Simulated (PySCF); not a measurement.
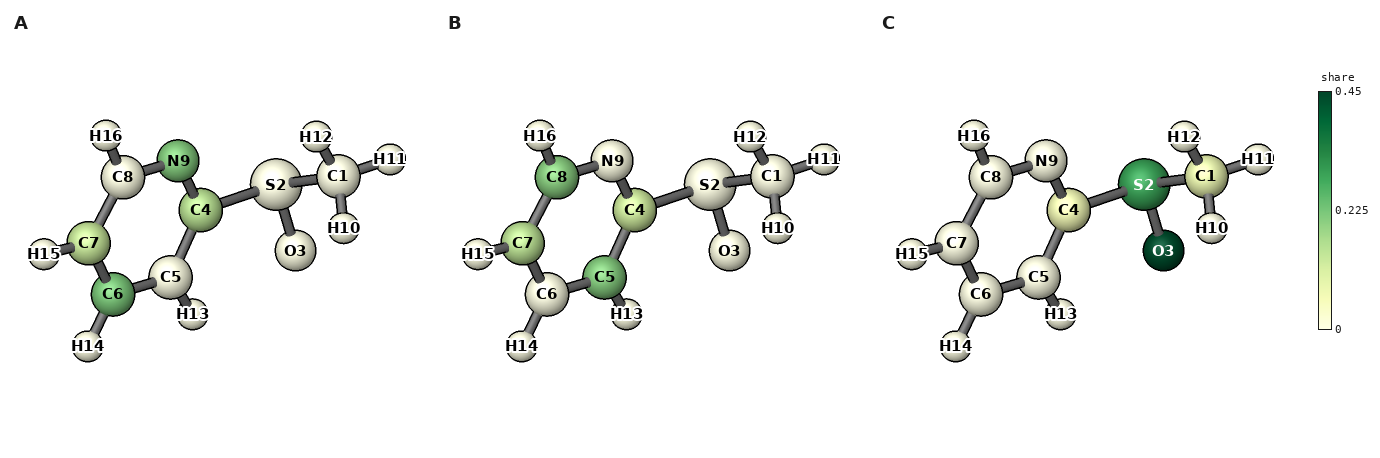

Each panel colours the atoms by their Löwdin share in one orbital (up to four of the largest shares; other atoms are shown as zero). The computed structure is the end point of a GFN2-xTB optimisation. No frequency run is at hand to confirm it as a minimum. Computed with ωB97X-D/def2-SVPD (PySCF 2.14.0).

Question: The panels show the HOMO, LUMO, LUMO+1, in some order. Which is which?

Answer: A: LUMO, 0.36 eV; C6 0.22, N9 0.21, C4 0.15, C7 0.13
B: LUMO+1, 0.80 eV; C5 0.21, C8 0.21, C7 0.15, C4 0.12
C: HOMO, −8.68 eV; O3 0.44, S2 0.29, C1 0.07, C4 0.06
